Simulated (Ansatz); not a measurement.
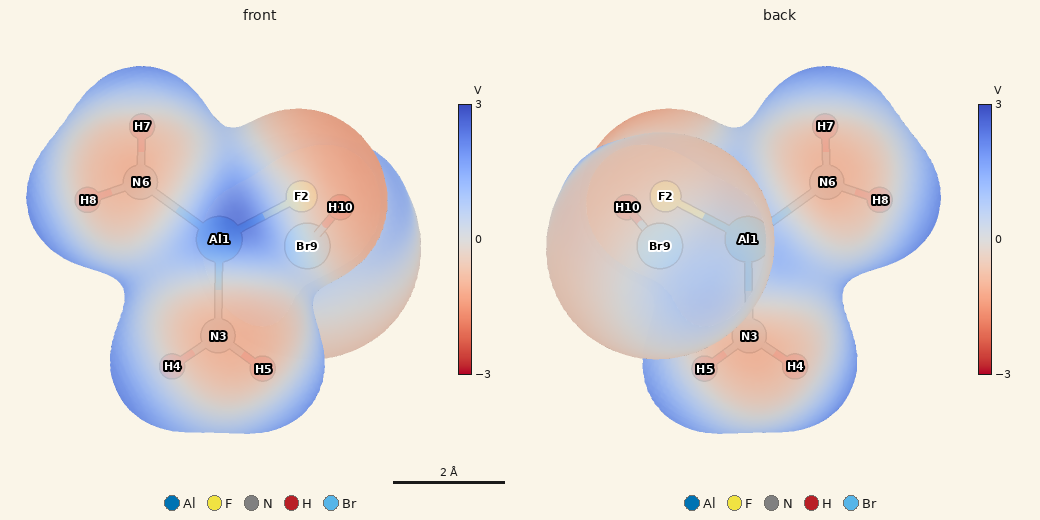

AlFH₄N₂···HBr. The molecular electrostatic potential painted on the density surface at 0.002 e/bohr³, seen from the front and from behind; the colour scale runs from red (negative) to blue (positive).

Not at a stationary point (largest force 1.3 eV/Å).

Theory: RKS PBE0/def2-mTZVP in Ansatz.

Input file:

```
crystal:
  periodic: [false, false, false]
  atoms:
    - { symbol: Al, position_ang: [0.0, 0.0, 0.0] }
    - { symbol: F, position_ang: [0.0, 0.0, 2.04] }
    - { symbol: "N", position_ang: [1.6627, 0.0, -0.96] }
    - { symbol: H, position_ang: [2.1293, -0.9179, -1.2118] }
    - { symbol: H, position_ang: [2.1141, 0.9179, -1.2382] }
    - { symbol: "N", position_ang: [-1.6627, 0.0, -0.96] }
    - { symbol: H, position_ang: [-2.3316, -0.8164, -0.8614] }
    - { symbol: H, position_ang: [-1.9118, 0.8164, -1.5886] }
    - { symbol: Br, position_ang: [0.1215, 2.5689, 0.8545] }
    - { symbol: H, position_ang: [0.0562, 1.1879, 1.9844] }
basis:
  gaussian: { orbitals: def2-mTZVP }
hamiltonian:
  xc: pbe0
relax:
  f_tol: 0.15
  max_steps: 25
  restrain:
    - { distance: [0, 8], at: 3.61, k: 30.0 }
    - { distance: [9, 1], at: 2.12, k: 30.0 }
    - { distance: [0, 1], at: 1.69, k: 30.0 }
    - { distance: [9, 8], at: 1.55, k: 30.0 }
output:
  orbitals: {}
```

Launched as:

```sh
ansatz run input.yaml --threads 4 --pin off --max-ram 5120MiB --backend cpu --events-out ev --progress --plain --runs-dir out
```

The fields are those of the run's last geometry, not of the input's.

Question: Which sites attract a positive test charge, and which a negative one?

Answer: A positive charge is drawn to the negative regions and a negative charge to the positive ones. The most negative region (about −1.3 V) lies over F2, the most positive (about +2.1 V) over Al1. Br9 shows a σ-hole: about +0.8 V at the tip opposite its bond, against about −0.4 V on its flanks.
